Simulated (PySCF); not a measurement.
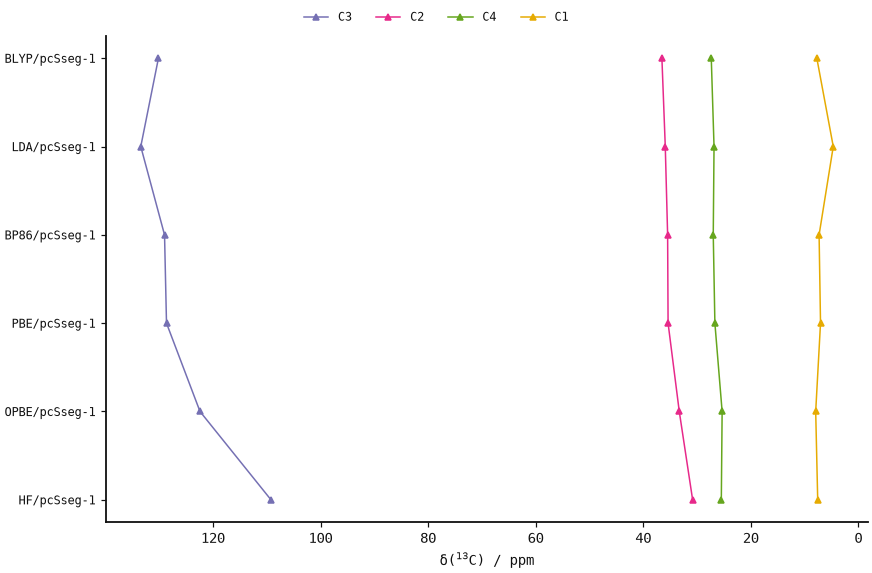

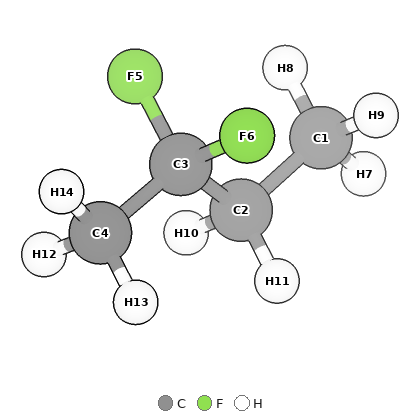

GIAO ¹³C shifts of C₄H₈F₂ (CH3CH2CF2CH3), SMILES CCC(C)(F)F at several levels, one geometry, PySCF, at a PBE0-D3(BJ)/def2-SVP geometry (no frequency check); values of one conformer, averaged over methyl-type rotors and exact or near symmetry; other conformers aren't averaged in; each against TMS at the same level.

### Which of the plotted signals depends most on the level, and by how much?

That of C3: from 109.2 ppm (HF/pcSseg-1) to 133.4 ppm (LDA/pcSseg-1), a spread of 24.2 ppm. The steadiest, C4, moves by 2.0 ppm.

### Do all levels give the signals in the same order?

Yes, the order of the signals is the same at every level.
